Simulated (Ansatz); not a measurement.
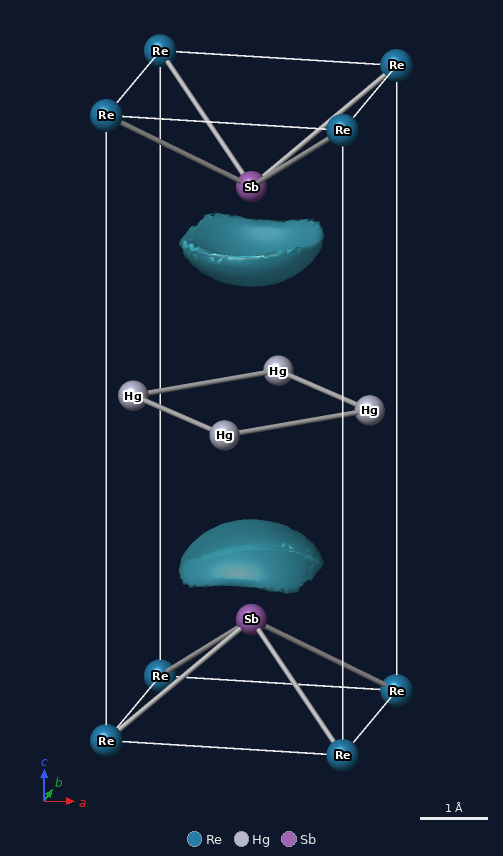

*ReHg₂Sb₂. Isosurface of the electron localisation function at 0.55 (cyan), seen slightly off an axis. Core shells and regions of very low density are left out. Sticks mark near contacts.*

Space group P4/mmm; a structure generated by program, which may or may not match a known phase; computed without spin polarisation.

Method: DFT PBE, scalar-relativistic, plane waves, PAW in Ansatz.

In a PAW calculation such maps are meaningful between the atoms, not at the nuclei.

Input

```
crystal:
  lattice:
    - [3.6563488553, 0.0, 0.0]
    - [0.0, 3.6563488553, 0.0]
    - [0.0, 0.0, 9.9169570659]
  atoms:
    - { symbol: Re, position: [0.0, 0.0, 0.0] }
    - { symbol: Hg, position: [0.0, 0.5, 0.5] }
    - { symbol: Hg, position: [0.5, 0.0, 0.5] }
    - { symbol: Sb, position: [0.5, 0.5, 0.1527586267] }
    - { symbol: Sb, position: [0.5, 0.5, 0.8472413733] }
basis:
  ecutwfc: 420
kpoints:
  mp_grid: { grid: [10, 10, 4] }
hamiltonian:
  xc: pbe
scf:
  occupations: { method: gaussian, width: 0.1 }
output:
  forces: true
  stress: true
  eigenvalues: true
  write_density: true
  write_potential: true
  elf: true
  volumetric_format: npy
relax:
  adjacent_minimum: "off"
  f_tol: 0.01
  max_steps: 80
  cell: { stress_tol: 0.05 }
```

Launched as:

```sh
ansatz run input.yaml --threads 1 --pin off --max-ram 2048MiB --backend cpu --events-out ev --progress --plain --runs-dir out
```

Below, planes, directions and counts refer to the conventional cell (a = 3.67 Å, b = 3.67 Å, c = 9.83 Å, α = 90.00°, β = 90.00°, γ = 90.00°).

The fields are those of the run's last geometry, not of the input's.

> Describe the localisation domains.

At this value the surface marks out two lobes on Sb, pointing away from the bonds (lone pairs), counted in one cell of 5 atoms. Any copies at cell faces, edges or corners count once. Profiles from the grid: Hg–Hg (2.59 Å): the ELF is about 0.25 at the midpoint (no localised pair shows between them). Re–Sb (3.00 Å): the ELF is about 0.45 at the midpoint.
